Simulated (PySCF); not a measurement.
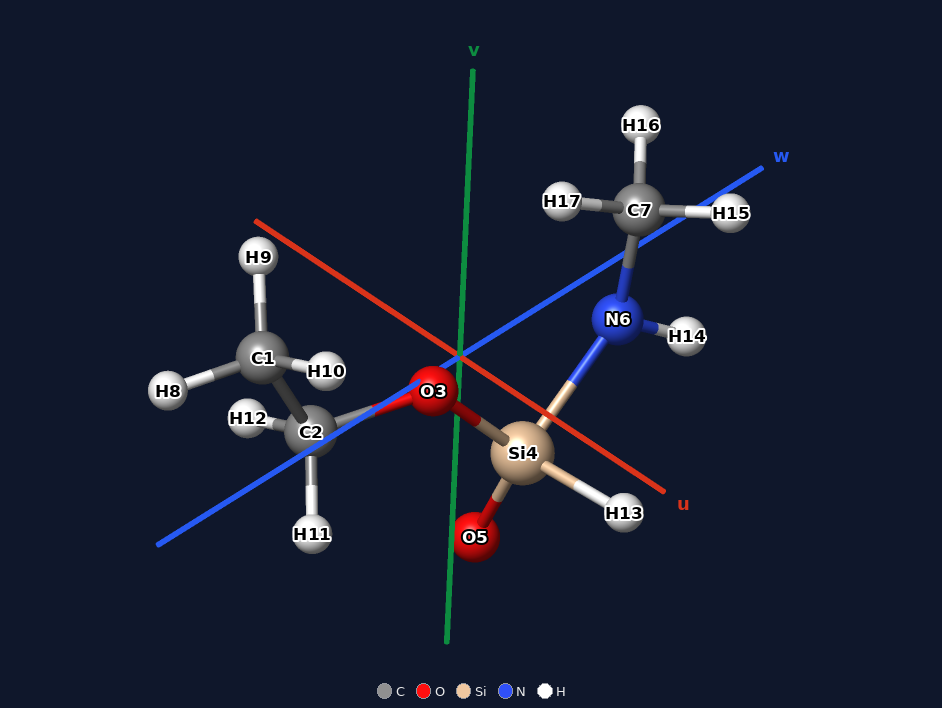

The lines u, v and w are the principal axes of the g tensor. State: neutral, doublet. Computed geometry: GFN2-xTB optimisation. No frequency run is at hand to confirm it as a minimum. Level of theory: UKS B3LYP, pcH-1 on C H N O Si, non-relativistic, mean-field spin-orbit, GIAO (PySCF 2.14.0).

Question: Along which axis does g lie farthest from the free-electron value?

Answer: Along v (nearly parallel to the N6–C7 bond): the shift is 12737 ppm.

Give the principal values and shifts.

```tsv
axis	g	shift (ppm)
u	2.00231	−8
v	2.01506	12737
w	2.00707	4751
```

The geometry is semi-empirical. Around Si such bond lengths and angles can be off by a tenth of an ångström or more and by several degrees, and values that hang on the shape move with them.
